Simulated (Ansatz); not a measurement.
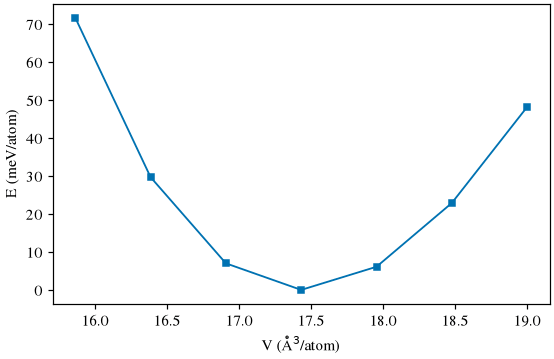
*InPd (CsCl type, space group No. 221) under volume change, r²SCAN in the plane-wave PAW code Ansatz, scaled uniformly.*

What does a third-order Birch–Murnaghan fit give for V₀, B₀ and B′?

V₀ = 17.43 Å³/atom, B₀ = 132 GPa, B′ = 5.6.

Space group Pm-3m (CsCl type). The r²SCAN relaxation kept the symmetry of its start; of distortions, only those at the zone centre were tested. No spin polarisation was allowed.

Potentials: the later of the program's two PAW sets.
